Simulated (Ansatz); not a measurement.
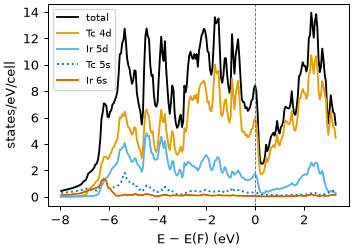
Fig. 1. Total and projected density of states of Tc3Ir in space group P6_3/mmc (No. 194; Tc on 6h, Ir on 2d), r²SCAN (plane waves, PAW; program Ansatz)

**Question.** Which orbitals carry the states next to the Fermi level?

**Answer.** Within 0.5 eV of the Fermi level: Tc 4d 70 %, Ir 5d 18 %, outside the projected shells 6 %. Projections are on Löwdin-orthogonalised atomic valence shells; empty p or d shells of many metals are not among them.

**Question.** Where is the tallest occupied peak in this window, and what makes it?

**Answer.** Near -1.6 eV, about 14 states/eV per cell; the largest projected share is Tc 4d.

The workflow started from a Materials Project entry (that database holds measured and hypothetical structures alike); the Crystallography Open Database copy checked does not list it. With Tc and Ir taken as one species the cell has the higher symmetry P6_3/mmc, so it may be an ordered model of a mixed-site phase. Its standing as an ambient phase is unchecked. The cell was relaxed with r²SCAN under the symmetry of its start; its stability against distortions is not shown here. The run is not spin-polarised. Spin–orbit coupling is left out wherever it is not named.

Potentials: the later of the program's two PAW sets.
